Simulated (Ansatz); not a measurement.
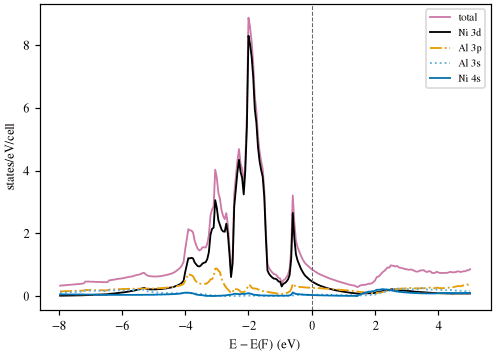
Figure. Total and projected density of states of AlNi (CsCl type, space group No. 221), PBE (plane waves, PAW; program Ansatz)

### Question
Which orbitals carry the states next to the Fermi level?

### Answer
Within 0.5 eV of the Fermi level: Ni 3d 60 %, Al 3p 28 %. Projections are on Löwdin-orthogonalised atomic valence shells; empty p or d shells of many metals are not among them.

### Question
Where is the tallest occupied peak in this window, and what makes it?

### Answer
Near -2.0 eV, about 8.9 states/eV per cell; the largest projected share is Ni 3d.

Space group Pm-3m (CsCl type). The cell was relaxed with PBE under the symmetry of its start. The workflow began spin-polarised and lost its moments.

Potentials: the later of the program's two PAW sets.
